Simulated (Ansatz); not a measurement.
# AlFH3N: the cost of one run

All numbers below are computed with Ansatz 0.2.0 (RKS revPBE/def2-SVP).

## (1) Starting point

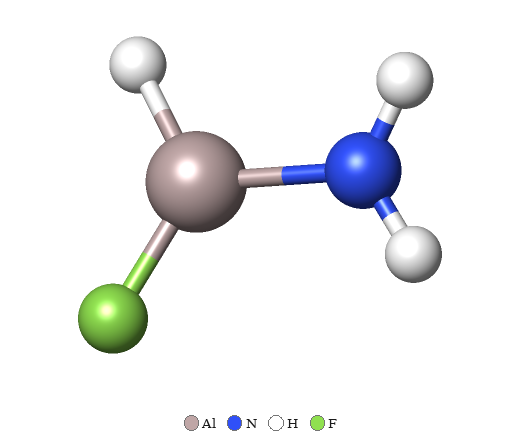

The starting structure, seen from a chosen angle (aluminium light grey, nitrogen blue, hydrogen white, fluorine green).

As a file:

```xyz
6

Al    0.0000    0.0000    0.0000
N     0.0000    0.0000    1.9200
H    -0.8770   -0.2713    2.4500
H     0.8770    0.2713    2.4500
H     1.3510    0.0000   -0.7800
F    -1.4635    0.0000   -0.8450
```

## (2) Preparing the start

Contents of input.yaml:

```yaml
crystal:
  periodic: [false, false, false]
  atoms:
    - { symbol: Al, position_ang: [0.0, 0.0, 0.0] }
    - { symbol: "N", position_ang: [0.0, 0.0, 1.92] }
    - { symbol: H, position_ang: [-0.877, -0.2713, 2.45] }
    - { symbol: H, position_ang: [0.877, 0.2713, 2.45] }
    - { symbol: H, position_ang: [1.351, 0.0, -0.78] }
    - { symbol: F, position_ang: [-1.4635, 0.0, -0.845] }
basis:
  gaussian: { orbitals: def2-SVP }
hamiltonian:
  xc: revpbe
relax:
  f_tol: 0.02
  max_steps: 40
```

Launch:

```
$ ansatz run input.yaml --threads 1 --pin off --max-ram 2048MiB --backend cpu --events-out ev --progress --plain --runs-dir out
```

What time and memory should one allow on 1 thread of Arm Neoverse V1, shared host?

About 13 s, with a peak of 0.12 GiB.
